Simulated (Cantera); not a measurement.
Feed: 1 mol B2O3, a varied amount of H2, at 1352 °C and 13.3 mbar.

Cantera equilibrium calculation (NASA polynomials, part measured and part estimated; ideal gas, pure solids and liquids). Candidate condensed phases: B, B2O3, B3O3H3, H2O; 23 gas species. The numbers say what is thermodynamically allowed, not how fast it happens.

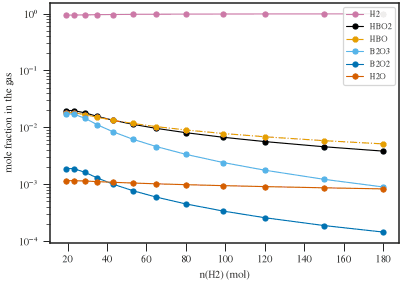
Figure: Equilibrium gas composition (values under 1e-9 drawn at 1e-9)

### Question
Read off the mole fractions at 65 mol H2.

### Answer
H2 about 0.97, HBO about 0.010, HBO2 about 0.0096, B2O3 about 0.0046, H2O about 0.0010, B2O2 about 0.00059.
